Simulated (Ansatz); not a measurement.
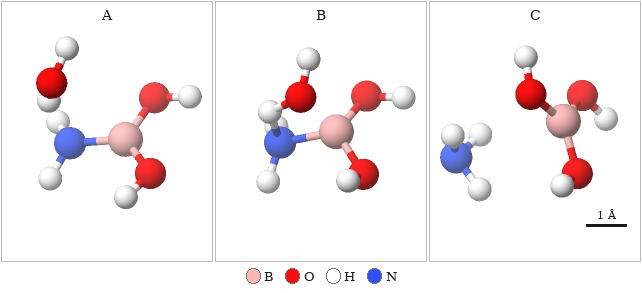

3 geometries from a converged minimum-energy path of BNH$_{6}$O$_{3}$, made up of BH3O3 and NH₃, shuffled. The picture is a ball-and-stick view, seen at a tilt.

Level of theory: Ansatz 0.2.0, RKS BLYP/6-31G*. Settings: 5 movable images; climbing image; force threshold 0.03 eV/Å; iteration limit 60; starting path through a guess of the saddle point.

Which frame is the top of the path?

B. In order along the path, whose images run from 0 to 6: C (image 0, 0.00 eV), B (image 3, +1.32 eV), A (image 5, +0.47 eV). Breaking: B–O (1.39 → 3.10 Å), H–N (1.03 → 2.19 Å). Forming: B–N (3.22 → 1.44 Å), H–O (2.71 → 0.99 Å).

Limits of the set-up: the start holds two separate molecules, 2.7 Å apart at their closest, whose relative position is a soft coordinate and is computed without a dispersion correction.
